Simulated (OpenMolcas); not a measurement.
# Cr³⁺ complex: multiconfigurational calculation (part 2 of 2)

Continued. System: Cr³⁺ with 6 ligands (Cl; octahedron, 2.461 Å), embedded in Cs2NaYCl6 by model potentials and point charges, whose field is part of the energies. Method: state-averaged CASSCF, active space 3 electrons in the shell 3d, basis ANO-RCC-VDZP on the metal and ANO-RCC-VDZP on the ligands, DKH2 scalar Hamiltonian, spin-orbit coupling by RASSI with atomic mean-field integrals (OpenMolcas).

## Output (extracts), continued
```
--- RASSI ---
SPIN-FREE ENERGIES:
  (Shifted by EMIN (a.u.) =      -3816.2731857004)

 SF State       Relative EMIN(au)   Rel lowest level(eV)    D:o, cm**(-1)

     1             0.0000000000        0.0000000000              0.0000
     2             0.0444713605        1.2101273673           9760.3355
     3             0.0444713605        1.2101273673           9760.3355
     4             0.0444713605        1.2101273673           9760.3355
     5             0.0737016454        2.0055239396          16175.6415
     6             0.0737016454        2.0055239396          16175.6415
     7             0.0737016454        2.0055239396          16175.6415
    11             0.0856736021        2.3312974765          18803.1822
    12             0.0856736021        2.3312974765          18803.1822
    13             0.0898085285        2.4438145561          19710.6937
    14             0.0898085285        2.4438145561          19710.6937
    15             0.0898085285        2.4438145561          19710.6937
    16             0.1140855492        3.1044259438          25038.8838
    17             0.1140855492        3.1044259438          25038.8838
    18             0.1140855492        3.1044259438          25038.8838
    19             0.1166990002        3.1755415685          25612.4700
    20             0.1273797017        3.4661782616          27956.6131
    21             0.1273797017        3.4661782616          27956.6131
    22             0.1273797017        3.4661782616          27956.6131
     8             0.1299366017        3.5357550567          28517.7878
     9             0.1299366017        3.5357550567          28517.7878
    10             0.1299366017        3.5357550567          28517.7878
    23             0.1329570283        3.6179450508          29180.6948
    24             0.1329570283        3.6179450508          29180.6948
    25             0.1329570283        3.6179450508          29180.6948
    26             0.1433439946        3.9005888021          31460.3704
    27             0.1433439946        3.9005888021          31460.3704
    28             0.1524194014        4.1475432018          33452.1919
    29             0.1524194014        4.1475432018          33452.1919
    30             0.1524194014        4.1475432018          33452.1919
    31             0.1728994190        4.7048328709          37947.0362
    32             0.1728994190        4.7048328709          37947.0362
    33             0.1728994190        4.7048328709          37947.0362
    34             0.1737372141        4.7276304371          38130.9110
    35             0.1737372141        4.7276304371          38130.9110
    36             0.1737372141        4.7276304371          38130.9110
    37             0.2048267451        5.5736196739          44954.2744
    38             0.2064047432        5.6165591906          45300.6049
    39             0.2064047432        5.6165591906          45300.6049
    40             0.2088992782        5.6844389451          45848.0921
Eigenvalues of complex Hamiltonian:
   -----------------------------------
  (Shifted by EMIN (a.u.) =      -3816.2731857004)

 SO State       Relative EMIN(au)   Rel lowest level(eV)    D:o, cm**(-1)

     1            -0.0000768370        0.0000000000              0.0000
     2            -0.0000768370        0.0000000000              0.0000
     3            -0.0000768370        0.0000000000              0.0000
     4            -0.0000768370        0.0000000000              0.0000
     5             0.0439120154        1.1969976526           9654.4372
     6             0.0439120154        1.1969976526           9654.4372
     7             0.0442212114        1.2054113049           9722.2978
     8             0.0442212114        1.2054113049           9722.2978
     9             0.0442212114        1.2054113049           9722.2978
    10             0.0442212114        1.2054113049           9722.2978
    11             0.0446532563        1.2171678461           9817.1207
    12             0.0446532563        1.2171678461           9817.1207
    13             0.0446532563        1.2171678462           9817.1207
    14             0.0446532563        1.2171678462           9817.1207
    15             0.0447523978        1.2198656226           9838.8798
    16             0.0447523978        1.2198656226           9838.8798
    17             0.0729680679        1.9876531198          16031.5036
    18             0.0729680679        1.9876531198          16031.5036
    19             0.0730401439        1.9896144069          16047.3224
    20             0.0730401439        1.9896144069          16047.3224
    21             0.0730401439        1.9896144069          16047.3224
    22             0.0730401439        1.9896144069          16047.3224
    23             0.0741039689        2.0185625608          16280.8050
    24             0.0741039689        2.0185625608          16280.8050
    25             0.0741039689        2.0185625608          16280.8050
    26             0.0741039689        2.0185625608          16280.8050
    27             0.0747724630        2.0367532111          16427.5225
    28             0.0747724630        2.0367532111          16427.5225
    29             0.0856280989        2.3321501133          18810.0592
    30             0.0856280989        2.3321501133          18810.0592
    31             0.0856280989        2.3321501134          18810.0592
    32             0.0856280989        2.3321501134          18810.0592
    33             0.0896663632        2.4420368827          19696.3558
    34             0.0896663632        2.4420368827          19696.3558
    35             0.0896663632        2.4420368833          19696.3558
    36             0.0896663632        2.4420368833          19696.3558
    37             0.0901727437        2.4558161978          19807.4934
    38             0.0901727437        2.4558161978          19807.4934
    39             0.1140594396        3.1058063061          25050.0172
    40             0.1140594396        3.1058063061          25050.0172
    41             0.1140983986        3.1068664366          25058.5678
Weights of the five most important spin-orbit-free states for each spin-orbit state.

 SO State  Total energy (au)           Spin-free states, spin, and weights
 -------------------------------------------------------------------------------------------------------
    1        -0.000077       1 1.5  0.9986    2 1.5  0.0006    3 1.5  0.0003    4 1.5  0.0001   18 0.5  0.0001
    2        -0.000077       1 1.5  0.9986    3 1.5  0.0005    4 1.5  0.0005   17 0.5  0.0001    2 1.5  0.0001
    3        -0.000077       1 1.5  0.9986    4 1.5  0.0006    3 1.5  0.0004    2 1.5  0.0002   17 0.5  0.0001
    4        -0.000077       1 1.5  0.9986    2 1.5  0.0006    4 1.5  0.0003    3 1.5  0.0002   16 0.5  0.0001
    5         0.043912       2 1.5  0.3331    4 1.5  0.3331    3 1.5  0.3331    7 1.5  0.0002    6 1.5  0.0002
    6         0.043912       2 1.5  0.3331    4 1.5  0.3331    3 1.5  0.3331    7 1.5  0.0002    6 1.5  0.0002
    7         0.044221       3 1.5  0.5018    4 1.5  0.3763    2 1.5  0.1186    1 1.5  0.0011    5 1.5  0.0006
    8         0.044221       3 1.5  0.5014    4 1.5  0.3768    2 1.5  0.1185    1 1.5  0.0011    5 1.5  0.0006
    9         0.044221       2 1.5  0.5459    4 1.5  0.2881    3 1.5  0.1627    1 1.5  0.0011    7 1.5  0.0007
   10         0.044221       2 1.5  0.5460    4 1.5  0.2877    3 1.5  0.1630    1 1.5  0.0011    7 1.5  0.0007
   11         0.044653       3 1.5  0.4459    4 1.5  0.4404    2 1.5  0.1099    7 1.5  0.0014   11 0.5  0.0009
   12         0.044653       3 1.5  0.4955    4 1.5  0.3802    2 1.5  0.1206    7 1.5  0.0013   11 0.5  0.0009
```

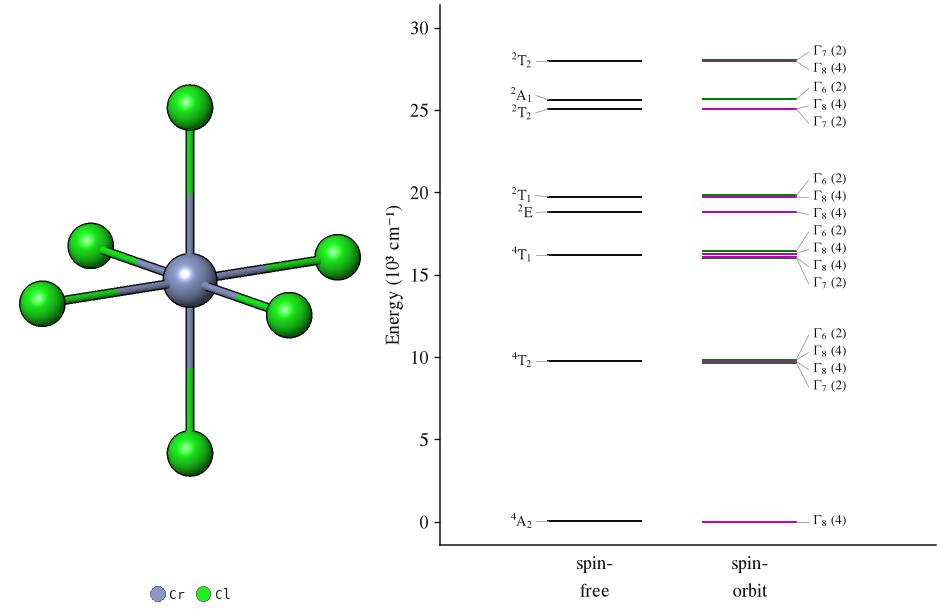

Figure 2. Cr³⁺ (3d³) as a dopant in Cs₂NaYCl₆, a cluster with its 6 nearest Cl⁻ at 2.461 Å (octahedron) embedded in model potentials and point charges; the geometry was set, not optimised, and its levels. Labels give the representation in O, Td, D4 or D3 as the site allows (double group for half-integer spin) where it could be assigned and, in brackets, the degeneracy; spin-free states, where drawn, share the zero of the spin-orbit levels. The ground level is Γ₈, 4-fold degenerate, 100 % from states of spin multiplicity 4. The next level lies at 9,650 cm⁻¹ (Γ₇). The lowest spin-free state is ⁴A₂; of the same spin there follow at 9,760 cm⁻¹ (⁴T₂) and 16,200 cm⁻¹ (⁴T₁) above it. The active orbitals hold 87 to 97 % metal character (Löwdin), and the Mulliken charge of the metal is +1.15.

Outcome of the run: converged.
